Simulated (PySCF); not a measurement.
C6H9BO2Si, SMILES OB(O)[SiH2]c1ccccc1 at its GFN2-xTB optimised geometry (Å):

```
19

O      0.4078    -2.1904     2.1871
B     -0.5361    -2.4954     1.2500
O     -0.9144    -3.7890     1.1839
Si    -1.3850    -1.2176    -0.0016
C     -0.4220     0.4235     0.0000
C     -1.0643     1.6577    -0.0003
C     -0.3508     2.8428     0.0022
C      1.0338     2.8185     0.0035
C      1.6957     1.6024     0.0000
C      0.9717     0.4235     0.0000
H      0.6941    -1.2801     2.2463
H     -0.4776    -4.3698     1.8123
H     -1.4311    -1.6618    -1.4068
H     -2.7765    -0.8546     0.3303
H     -2.1441     1.6841    -0.0044
H     -0.8732     3.7890     0.0015
H      1.5947     3.7420     0.0055
H      2.7765     1.5745    -0.0027
H      1.5017    -0.5211    -0.0107
```

Calculation: PBE0/def2-SVP (PySCF). Cells within 0.4 Å of a nucleus heavier than hydrogen are left out (blank, or x).

Map of the log10 of the electron density (e/bohr³), floored at −4 on the plane z = 0.0 Å:

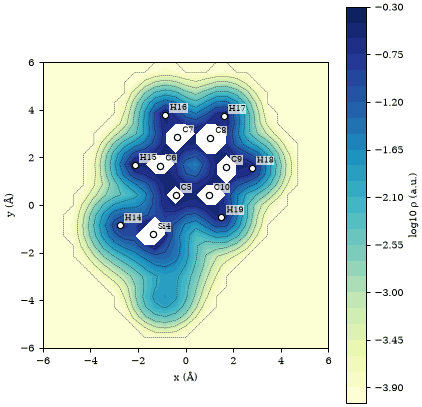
*Log10 of the electron density (e/bohr³), floored at −4 on the plane z = 0.0 Å.*
